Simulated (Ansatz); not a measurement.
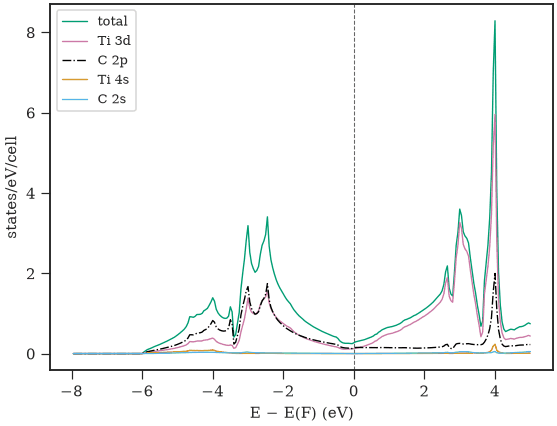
Figure. Total and projected density of states of TiC (rock salt, Fm-3m), PBEsol (plane waves, PAW; program Ansatz)

Q: Which orbitals carry the states next to the Fermi level?

A: Within 0.5 eV of the Fermi level: C 2p 49 %, Ti 3d 49 %. Projections are on Löwdin-orthogonalised atomic valence shells; empty p or d shells of many metals are not among them.

Q: Where is the tallest occupied peak in this window, and what makes it?

A: Near -2.4 eV, about 3.4 states/eV per cell; the largest projected share is C 2p.

Symmetry was held in the PBEsol relaxation. No spin polarisation was allowed.

Potentials: the later of the program's two PAW sets.
